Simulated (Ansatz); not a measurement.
# BHLYP/STO-3G run of BClO (SMILES O=BCl)

Aim: the vertical ionisation energy of BClO at BHLYP/STO-3G, from 2 runs. 

Program for the calculation: Ansatz 0.2.0.

61 further runs of the same task are left out: 15 that didn't finish, 46 set aside as unsound or not needed.

### Step 1. Starting point

BClO: 3 atoms, total charge 0, spin state singlet. SMILES: `O=BCl`. The coordinates come from a GFN2-xTB relaxation.

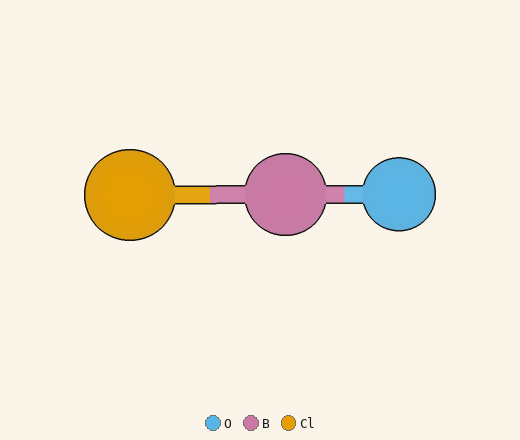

Viewed from a chosen angle; oxygen blue, boron pink, chlorine amber.

### Step 2. A single-point energy at BHLYP/STO-3G

The input, input.yaml:

```yaml
crystal:
  periodic: [false, false, false]
  atoms:
    - {symbol: O, position_ang: [1.019560, 0.606200, 0.626990]}
    - {symbol: B, position_ang: [0.113080, 0.066620, 0.069470]}
    - {symbol: Cl, position_ang: [-1.132640, -0.672810, -0.696460]}
basis:
  gaussian: {orbitals: STO-3G}
hamiltonian: {xc: {name: BHLYP}}
accuracy: high
```

Command:

```bash
$ ansatz run input.yaml --threads 1 --pin off --max-ram 2610MiB --events-out events.jsonl --progress --plain --runs-dir runs
```

What it wrote:

```text
Warning: RAYON_NUM_THREADS=1 ignored (pool sized by the plan → 1); use --threads N
Functional definition: BHLYP
  name "BHLYP"
  parameter a = 0.5
  exchange = (1 - a)*b88_x + a*exact_x
  correlation = lyp_c
323 factors; integrals over basis functions are off by at most 2.9e-8 eV
mean field evaluation 1: about -15070.4785 eV, gradient 3.2e1 eV
mean field evaluation 2: about -15064.2382 eV, gradient 6.4e1 eV
mean field evaluation 4: about -15073.8469 eV, gradient 9.4e-1 eV
mean field evaluation 8: about -15073.8473 eV, gradient 1.3e-3 eV
mean field evaluation 16: about -15073.8473 eV, gradient 9.2e-9 eV
mean field -15073.84728105 eV, -553.9536701578 hartree, gradient 9.8e-9 eV, S^2 0.000000; 0 other end points of the search recorded, 0 dependent functions left out
reference -15073.84729591 eV, -553.9536707042 hartree; 15, 15 occupied and 4, 4 virtual orbitals, 323 factors
Total energy: -15073.84729591 eV, -553.9536707042 hartree
```

Run time: 0.72 s. Hardware: 1 thread of Arm Neoverse V1, shared host.

### Step 3. The doublet cation at the same level

The input, run.yaml:

```yaml
crystal:
  periodic: [false, false, false]
  atoms:
    - {symbol: O, position_ang: [1.019560, 0.606200, 0.626990]}
    - {symbol: B, position_ang: [0.113080, 0.066620, 0.069470]}
    - {symbol: Cl, position_ang: [-1.132640, -0.672810, -0.696460]}
basis:
  gaussian: {orbitals: STO-3G}
total_charge: 1
hamiltonian: {xc: {name: BHLYP}}
magnetization: {spin_polarized: true, initial_magnetization: 1}
accuracy: high
```

Command:

```bash
$ ansatz run run.yaml --threads 1 --pin off --max-ram 2610MiB --events-out events.jsonl --progress --plain --runs-dir runs
```

What it wrote:

```text
Warning: RAYON_NUM_THREADS=1 ignored (pool sized by the plan → 1); use --threads N
[... 5 set-up lines as earlier in the session ...]
323 factors; integrals over basis functions are off by at most 2.9e-8 eV
mean field evaluation 1: about -15056.5279 eV, gradient 2.9e1 eV
mean field evaluation 2: about -15042.9158 eV, gradient 6.0e1 eV
mean field evaluation 4: about -15062.6228 eV, gradient 2.3e0 eV
mean field evaluation 8: about -15062.7357 eV, gradient 1.0e-1 eV
mean field evaluation 16: about -15062.7339 eV, gradient 3.0e-5 eV
mean field evaluation 32: about -15062.7339 eV, gradient 9.3e-5 eV
mean field evaluation 64: about -15062.7339 eV, gradient 2.8e-6 eV
mean field evaluation 96: about -15062.7339 eV, gradient 3.0e-8 eV
mean field -15062.73389421 eV, -553.5452607245 hartree, gradient 4.4e-9 eV, S^2 0.777397; 2 other end points of the search recorded, 0 dependent functions left out
reference -15062.73390887 eV, -553.5452612633 hartree; 15, 14 occupied and 4, 5 virtual orbitals, 323 factors
Total energy: -15062.73390887 eV, -553.5452612633 hartree
```

Wall time 60 s (1 thread of Arm Neoverse V1, shared host); peak memory 0.12 GiB.

### Step 4. Outcome

At BHLYP/STO-3G:

| quantity | value |
| --- | --- |
| singlet BClO: total energy | -553.95367 Eh |
| doublet cation: total energy | -553.54526 Eh |
| doublet cation: ⟨S²⟩ | 0.777 |
| vertical ionisation energy (to the doublet cation) | 11.113 eV |

What this shows: Removing an electron at fixed nuclei costs 11.11 eV (256 kcal/mol). In a minimal basis such a difference can be off by several eV, whatever the method.
